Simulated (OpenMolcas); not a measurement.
# CH5FSi: single-point calculation (part 1 of 2)

CH5FSi, multiplicity 3, SMILES C[SiH2]F, computed with r2SCAN/6-311+G**, UKS (OpenMolcas 26.06).

The geometry is that of the parent species in another charge or spin state. The geometry comes from this level: PBE0-D4/def2-TZVP.

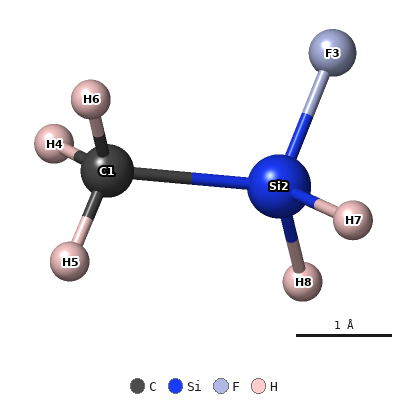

Figure 1. The structure (ball-and-stick view, seen at a tilt; atoms are numbered from 1 in the order of the input).

Input
```
&GATEWAY
  BasLib=$CurrDir
  BasisSet
  C.6-311pGss....
  C1 -0.521400 0.700300 -0.437000 angstrom
  End of Basis
  BasisSet
  Si.6-311pGss....
  Si2 0.448400 -0.642000 0.395200 angstrom
  End of Basis
  BasisSet
  F.6-311pGss....
  F3 1.946500 -0.649600 -0.178800 angstrom
  End of Basis
  BasisSet
  H.6-311pGss....
  H4 -0.562400 0.542500 -1.517100 angstrom
  H5 -1.546700 0.713200 -0.056500 angstrom
  H6 -0.077200 1.680300 -0.248400 angstrom
  H7 0.538700 -0.420800 1.860700 angstrom
  H8 -0.133700 -1.981200 0.126000 angstrom
  End of Basis

&SEWARD
  GridInput
  Grid=UltraFine
  End of Grid

&SCF
  UHF
  Spin=3
  KSDFT=2
  1.0 MGGA_X_R2SCAN
  1.0 MGGA_C_R2SCAN
  Thresholds=1e-10 1e-07 1e-07 1e-05
  PrOrbitals=1 1
```

Run as:
```bash
export MOLCAS_MEM=1860
pymolcas mol.inp > mol.log
```

What the program printed
```
--- Start Module: gateway ---

                                              &GATEWAY

                       available to each process: 1.9 GB of memory, 1 thread

 Basis Set     1 Label: C.6-311PGSS....
 Basis set is read from library:.
 basistype.tbl is not found

 Basis Set     2 Label: SI.6-311PGSS....
 Basis set is read from library:.
 basistype.tbl is not found

 Basis Set     3 Label: F.6-311PGSS....
 Basis set is read from library:.
 basistype.tbl is not found

 Basis Set     4 Label: H.6-311PGSS....
 Basis set is read from library:.
 basistype.tbl is not found

++    Symmetry information:
      ---------------------

                    Character Table for C1

                             E
                    a        1  x, y, xy, Rz, z, xz, Ry, yz, Rx, I
--

++    Basis set information:
      ----------------------

      Basis set label: C.6-311PGSS.........

      Electronic valence basis set:
      ------------------
      Associated Effective Charge   6.000000 au
      Associated Actual Charge      6.000000 au
      Nuclear Model: Point charge

      Shell  nPrim  nBasis  Cartesian Spherical Contaminant
         s      12       5        X
         p       6       4        X
         d       1       1                 X

      Basis set label: SI.6-311PGSS.........

      Electronic valence basis set:
      ------------------
      Associated Effective Charge  14.000000 au
      Associated Actual Charge     14.000000 au
      Nuclear Model: Point charge

      Shell  nPrim  nBasis  Cartesian Spherical Contaminant
         s      13       7        X
         p      10       6        X
         d       1       1                 X

      Basis set label: F.6-311PGSS.........

      Electronic valence basis set:
      ------------------
      Associated Effective Charge   9.000000 au
      Associated Actual Charge      9.000000 au
      Nuclear Model: Point charge

      Shell  nPrim  nBasis  Cartesian Spherical Contaminant
         s      12       5        X
         p       6       4        X
         d       1       1                 X

      Basis set label: H.6-311PGSS.........

      Electronic valence basis set:
      ------------------
      Associated Effective Charge   1.000000 au
      Associated Actual Charge      1.000000 au
      Nuclear Model: Point charge

      Shell  nPrim  nBasis  Cartesian Spherical Contaminant
         s       5       3        X
         p       1       1        X
--

++    Molecular structure info:
      -------------------------

                    ************************************************
                    **** Cartesian Coordinates / bohr, angstrom ****
                    ************************************************

     Center  Label                x              y              z                     x              y              z
        1      C1              -0.985303       1.323375      -0.825810             -0.521400       0.700300      -0.437000
        2      SI2              0.847353      -1.213204       0.746820              0.448400      -0.642000       0.395200
        3      F3               3.678352      -1.227566      -0.337883              1.946500      -0.649600      -0.178800
        4      H4              -1.062782       1.025176      -2.866904             -0.562400       0.542500      -1.517100
        5      H5              -2.922839       1.347753      -0.106770             -1.546700       0.713200      -0.056500
        6      H6              -0.145887       3.175307      -0.469408             -0.077200       1.680300      -0.248400
        7      H7               1.017995      -0.795197       3.516213              0.538700      -0.420800       1.860700
        8      H8              -0.252656      -3.743925       0.238105             -0.133700      -1.981200       0.126000

                    ***************************************
                    *    InterNuclear Distances / bohr    *
                    ***************************************

               1 C1            2 SI2           3 F3            4 H4            5 H5            6 H6
    1 C1       0.000000
    2 SI2      3.502289        0.000000
    3 F3       5.338076        3.031722        0.000000
    4 H4       2.064216        4.660253        5.826589        0.000000
    5 H5       2.066800        4.636967        7.089528        3.343981        0.000000
    6 H6       2.064290        4.660983        5.833300        3.348394        3.344088        0.000000
    7 H7       5.230174        2.805956        4.703031        6.956118        5.766144        5.744972
    8 H8       5.229362        2.805951        4.702835        5.748192        5.759688        6.956130

               7 H7            8 H8
    7 H7       0.000000
    8 H8       4.588633        0.000000

                    *******************************************
                    *    InterNuclear Distances / angstrom    *
                    *******************************************

               1 C1            2 SI2           3 F3            4 H4            5 H5            6 H6
    1 C1       0.000000
    2 SI2      1.853332        0.000000
    3 F3       2.824788        1.604318        0.000000
    4 H4       1.092336        2.466100        3.083298        0.000000
    5 H5       1.093703        2.453777        3.751617        1.769559        0.000000
    6 H6       1.092375        2.466486        3.086850        1.771894        1.769615        0.000000
    7 H7       2.767689        1.484848        2.488737        3.681019        3.051312        3.040108
    8 H8       2.767259        1.484845        2.488633        3.041812        3.047895        3.681026

               7 H7            8 H8
    7 H7       0.000000
    8 H8       2.428200        0.000000

                    **************************************
                    *    Valence Bond Angles / degree    *
                    **************************************
                          Atom centers                 Phi
                      4 H4       1 C1       5 H5       108.09
                      4 H4       1 C1       6 H6       108.40
                      5 H5       1 C1       6 H6       108.09
                      7 H7       2 SI2      8 H8       109.70
--

            Nuclear Potential Energy            115.95911539 au

--- Stop Module: gateway /rc=_RC_ALL_IS_WELL_ ---

--- Start Module: seward ---

                                              &SEWARD

                       available to each process: 1.9 GB of memory, 1 thread

               SEWARD will generate:
                  Multipole Moment integrals up to order  2
                  Kinetic Energy integrals
                  Nuclear Attraction integrals (point charge)
                  One-Electron Hamiltonian integrals
                  Velocity integrals
                  Orbital angular momentum around (  1.2243  -0.6306   0.0762 )
                  Velocity quadrupole around (  1.2243  -0.6306   0.0762 )
                  Two-Electron Repulsion integrals

                   Integrals are discarded if absolute value <: 1.00E-14
                   Integral cutoff threshold is set to       <: 1.00E-16

            Nuclear Potential Energy            115.95911539 au

      Basis set specifications :
      Symmetry species         a
      Basis functions          104

--- Stop Module: seward /rc=_RC_ALL_IS_WELL_ ---
--- Module seward spent 3 seconds ---

--- Start Module: scf ---

                                                &SCF

                       available to each process: 1.9 GB of memory, 1 thread

++    Input section:
      --------------

      Header of the integral files:

      Cartesian coordinates in angstrom:
      -----------------------------------------------------
      No.  Label        X            Y            Z
      -----------------------------------------------------
       1   C1        -0.52140000   0.70030000  -0.43700000
       2   SI2        0.44840000  -0.64200000   0.39520000
       3   F3         1.94650000  -0.64960000  -0.17880000
       4   H4        -0.56240000   0.54250000  -1.51710000
       5   H5        -1.54670000   0.71320000  -0.05650000
       6   H6        -0.07720000   1.68030000  -0.24840000
       7   H7         0.53870000  -0.42080000   1.86070000
       8   H8        -0.13370000  -1.98120000   0.12600000
      -----------------------------------------------------
      Nuclear repulsion energy =  115.95911539
--

++    Orbital specifications:
      -----------------------

      Symmetry species               1
                                     a
      Frozen orbitals                0
      Start temperature = 0.500
      End temperature   = 0.010
      Temperature Factor= 0.460
      Deleted orbitals               0
      Total number of orbitals     104
      Number of basis functions    104
--

      Molecular charge                           0.000

      Numerical integration parameters
      --------------------------------
      Radial quadrature type:                         MHL
      Size of radial grid:                            99
      Lebedev angular grid:                           41
      Angular grid pruned with the crowding factor:  1.00E+10
                                 and fading factor:  1.00E+01
      Screening threshold for integral computation:   1.00E-11
      Radial quadrature accuracy:                     1.00E-25
      Maximum batch size:                             128
      AO values are stored on disk
      The same grid will be used for all iterations.

      DFT functional specifications
      -----------------------------
      Using Libxc version: 6.2.2
      Please cite the following reference:
      S. Lehtola, C. Steigemann, M. J.T. Oliveira, and M. A.L. Marques.,  SoftwareX 7, 1–5 (2018) doi:10.1016/j.softx.2017.11.002

++    Optimization specifications:
      ----------------------------

      SCF Algorithm: Conventional USCF
      D(i)-D(i-1) density differences are used
      Number of density matrices in core                 5
      Maximum number of NDDO SCF iterations            400
      Maximum number of HF SCF iterations              400
      Threshold for SCF energy change             1.00E-10
      Threshold for density matrix                1.00E-07
      Threshold for Fock matrix                   1.00E-07
      Threshold for linear dependence             1.00E-09
      Threshold at which DIIS is turned on        1.50E-01
      Maximum depth in the DIIS procedure                5
      Maximum depth in the BFGS Hessian update          30
      Threshold at which QNR/C2DIIS is turned on  7.50E-02
      Threshold for Norm(delta) (QNR/C2DIIS)      1.00E-05
      All orbitals punched on: UHFORB
--

      Input vectors read from INPORB
      Orbital file label: *Guess orbitals

++ Convergence information
                               UHF [...]      iterations: Energy and convergence statistics

Iter     Tot. [...]      One-elec.       Two-elec.     Energy      Max Dij or  Max Fij      DNorm      TNorm      AccCon     Time
         Energy          Energy          Energy        Change      Delta Norm                                                in Sec.
   1  -425.958947403  -852.805460777   310.887397982   0.00E+00    2.68E-01*   1.52E+01*    7.61E+00   1.94E+02   None         5.
   2  -423.089385008  -851.239312780   312.190812381   2.87E+00*   1.64E-01*   3.50E-01*    1.87E+02   1.91E+02   EDIIS        5.
   3  -429.379933168  -865.531001221   320.191952662  -6.29E+00*   3.59E-01*   1.61E-01*    2.50E+01   1.96E+02   EDIIS        5.
   4  -426.476572498  -841.140379553   298.704691664   2.90E+00*   1.22E-01*   8.75E-02*    8.14E+00   1.90E+02   EDIIS        5.
   5  -430.032748651  -859.423145546   313.431281504  -3.56E+00*   2.80E-01*   1.59E-01*    2.19E+01   1.94E+02   EDIIS        5.
   6  -429.724106442  -867.641872904   321.958651071   3.09E-01*   5.35E-02*   8.59E-02*    7.15E+00   1.96E+02   EDIIS        5.
   7  -430.159661221  -864.440569635   318.321793023  -4.36E-01*   8.89E-02*   4.09E-02*    5.39E+00   1.96E+02   EDIIS        5.
   8  -430.124409342  -860.710543050   314.627018316   3.53E-02*   1.60E-01*   3.31E-02*    4.31E+00   1.95E+02   EDIIS        5.
   9  -430.183368164  -862.610545172   316.468061617  -5.90E-02*   1.15E-01*   4.42E-02*    1.66E+00   1.95E+02   EDIIS        5.
  10  -430.136897497  -863.079840979   316.983828091   4.65E-02*   2.51E-02*   2.04E-02*    1.15E+00   1.95E+02   EDIIS        5.
  11  -430.178169136  -862.872858244   316.735573717  -4.13E-02*   7.60E-02*   6.98E-03*    5.38E-01   1.95E+02   EDIIS        5.
  12  -430.180054677  -863.718365900   317.579195831  -1.89E-03*   1.87E-02*   8.66E-03*    5.84E-01   1.95E+02   EDIIS        5.
  13  -430.171267349  -862.118913285   315.988530544   8.79E-03*   7.33E-02*   2.34E-03*    8.13E-01   1.95E+02   EDIIS        5.

       Fermi aufbau procedure completed!
      nOcc(alpha)=   18
      nOcc(beta) =   16
```
